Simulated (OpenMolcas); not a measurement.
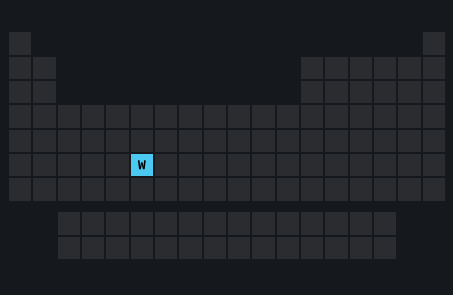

The place of tungsten in the periodic table.

W: multiconfigurational calculation

- system: W.
- method: state-averaged CASSCF, active space 6 electrons in the shells 5d 6s, basis ANO-R2, X2C scalar Hamiltonian, spin-orbit coupling by RASSI with atomic mean-field integrals (OpenMolcas)

**Input**
```
&GATEWAY
Coord
1

W 0.0 0.0 0.0
Basis=ANO-R2
Group=XYZ
NoMove
AngMom=0.0 0.0 0.0
AMFI
&SEWARD
&RASSCF
FileOrb=start.orb
Symmetry=1
Spin=7
nActEl=7 0 0
Inactive=15 19
Ras2=6 0
CIRoot=1 1 1
SDav=1
CIMx=300
Iter=95 100
PrWF=0.3
OrbListing=Nothing
MaxOrb=0
Atom
CIOnly
>>> COPY $Project.JobIph JOB001
```

The file start.orb holds starting orbitals from an earlier step.

Hardware: 1 CPU thread, shared host.

Command:
```bash
OMP_NUM_THREADS=1 MOLCAS_MEM=2252 MOLCAS_PROJECT=a pymolcas a.inp > a.log  # once for each step of the input, in one work folder
```

**Output (extracts)**
```
--- SEWARD ---
Basis set label: W.ANO-R...8S6P5D3F2G.

      Electronic valence basis set:
      ------------------
      Associated Effective Charge  74.000000 au
      Associated Actual Charge     74.000000 au
      Nuclear Model: Finite nucleus - Gaussian distribution
        Gaussian exponent, Xi/bohr**(-2):  1.48137E+08

      Shell  nPrim  nBasis  Cartesian Spherical Contaminant
         s      25       8        X
         p      20       6        X
         d      15       5                 X
         f      10       3                 X
         g       4       2                 X
                  Relativistic X2C integrals
                  Atomic mean-field integrals
--- RASSCF ---

 Nr of active orbitals     NAC=   6
 Spin degeneracy         ISPIN=   7
 There can be no such wave function.
 ************************************************
--- Stop Module: rasscf at  /rc=_RC_INPUT_ERROR_ ---
.####################.
.# User input error #.
.####################.
```

**Outcome**

| quantity | value |
| --- | --- |
| outcome | refused by the program |

**Diagnosis**

One thing in this input was made wrong on purpose: wrong electron count. The program refused the input; the driver noted: RASSCF spin 7: _RC_INPUT_ERROR_.
